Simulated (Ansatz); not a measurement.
**AlH₅S: density, localisation and related maps**

```xyz
7

Al   -0.0205    0.0926   -0.0161
H    -0.5242    0.5833    1.4162
H     1.5240    0.2507   -0.3743
H    -1.0875   -0.0389   -1.1928
S     0.0872   -2.4811    0.4972
H    -1.1537   -2.6278    1.0220
H     0.6743   -2.4218    1.7173
```

Method: RKS B3LYP/def2-SVP in Ansatz.

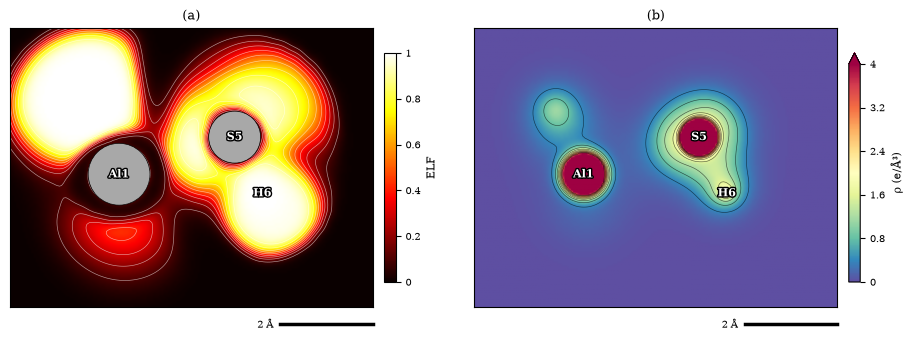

Figure 1. (a) ELF; (b) electron density on the plane of atoms Al1, S5 and H6. Grey discs cover the atomic cores in the ELF map.

> What do the fields say about this system?

The plane passes through Al, S and H nuclei. Al–S (2.63 Å): ρ is about 0.29 e/Å³ halfway, with its minimum of 0.18 e/Å³ about 1.0 Å from Al; the ELF peaks at about 0.95 in the valence shell of S, 0.9 Å from its nucleus, and is about 0.85 at the midpoint. S–H (1.36 Å): ρ at the midpoint is about 1.4 e/Å³; the ELF climbs to about 1 towards the hydrogen, as it does in any bond to H. The ELF also peaks beside S5, away from the bonds: lone-pair regions.

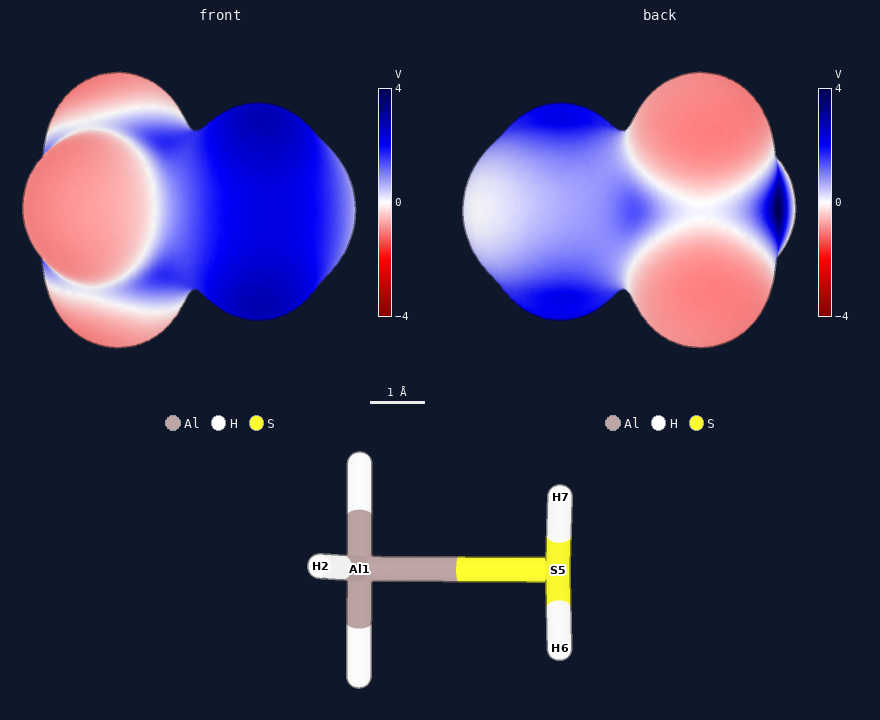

Figure 2. The electrostatic potential painted on the density surface at 0.004 e/bohr³, seen from the front and from behind; red is negative and blue positive. The bare structure is drawn below in the same view.

> Which sites attract a positive test charge, and which a negative one?

A positive charge is drawn to the negative regions and a negative charge to the positive ones. The most negative region (about −1.0 V, or −23 kcal/mol for a unit charge) lies over H3 and H4, the most positive (about +3.5 V, or +81 kcal/mol for a unit charge) over Al1.

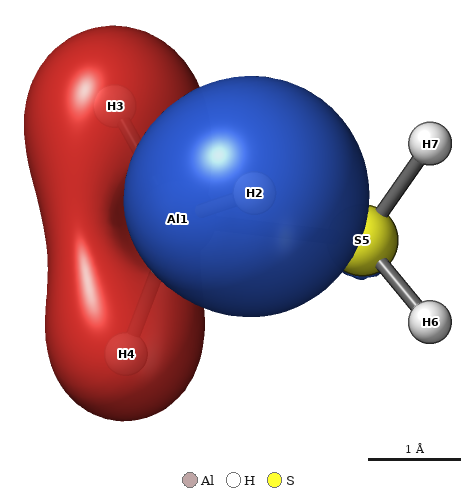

Figure 3. One frontier orbital at ±0.1 Å⁻³ᐟ² (red and blue are the two phases), seen at a tilt.

> Which orbital is it: HOMO or LUMO?

The HOMO, at −7.58 eV. By Hirshfeld shares it lies mainly on H2 (about 40 %), Al1 (about 35 %), H3 (about 15 %) and H4 (about 10 %).
